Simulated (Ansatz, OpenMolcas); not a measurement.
# CH3In (SMILES C[In]): the vertical electron affinity, rung by rung

CH3In has 5 atoms, charge 0, and is taken as a singlet. As SMILES, `C[In]`. Geometry: relaxed at PBE0-D4/def2-TZVP.

Quantity: the vertical electron affinity (to the doublet anion), in eV. The values are calculated.

The electron affinity is E(neutral) − E(anion): positive where the electron is bound.

| level | kind | program | value (eV) | less CCSD(T)/def2-SVPD | CPU time (all runs) |
| --- | --- | --- | --- | --- | --- |
| HF/def2-SVPD (core potential) | Hartree–Fock | OpenMolcas | -0.51 | -0.28 | 53 s |
| SVWN5/def2-SVPD (core potential) | LDA | Ansatz | -0.08 | +0.15 | 39 s |
| BLYP/def2-SVPD (core potential) | GGA | Ansatz | -0.31 | -0.08 | 90 s |
| PBE/def2-SVPD (core potential) | GGA | OpenMolcas | -0.17 | +0.06 | 1.9 min |
| M06-L/def2-SVPD (core potential) | meta-GGA | OpenMolcas | -0.35 | -0.12 | 3.1 min |
| CAM-B3LYP/def2-SVPD (core potential) | range-separated hybrid | Ansatz | -0.15 | +0.08 | 96 s |
| PBE-QIDH/def2-SVPD (core potential) | double hybrid | Ansatz | -0.13 | +0.10 | 2.4 min |
| MP2/def2-SVPD (core potential) | perturbation theory | Ansatz | -0.27 | -0.04 | 15 s |
| CCSD(T)/def2-SVPD (core potential), open shells restricted | coupled cluster or CI | OpenMolcas | -0.23 | 0.00 | 1.9 min |

CCSD(T)/def2-SVPD (core potential), open shells restricted is the highest level here, not the true value. Spin-orbit coupling, which can split open shells on such heavy atoms by tenths of an eV, is left out. Where it was recorded, the anion's HOMO is positive in HF/def2-SVPD, SVWN5/def2-SVPD, BLYP/def2-SVPD, PBE/def2-SVPD, M06-L/def2-SVPD, CAM-B3LYP/def2-SVPD, PBE-QIDH/def2-SVPD: a fault of the level (basis or self-interaction), which says nothing on whether the real anion is bound. The values span -0.51 to -0.08 eV. In the correlated wave-function rows the outer d shell of In is correlated, in sets not made for it. Negative values mean that the anion is unbound at that level; they are set by how diffuse the basis is and aren't properties of the molecule, whose anion may well be bound. CPU times are rough (shared hosts, several kinds of processor and program).

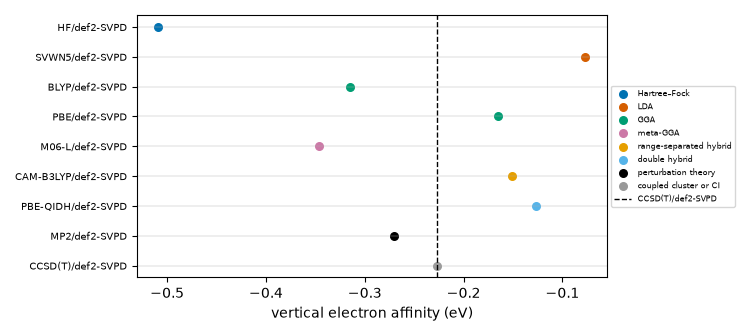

The values of the table, level by level.
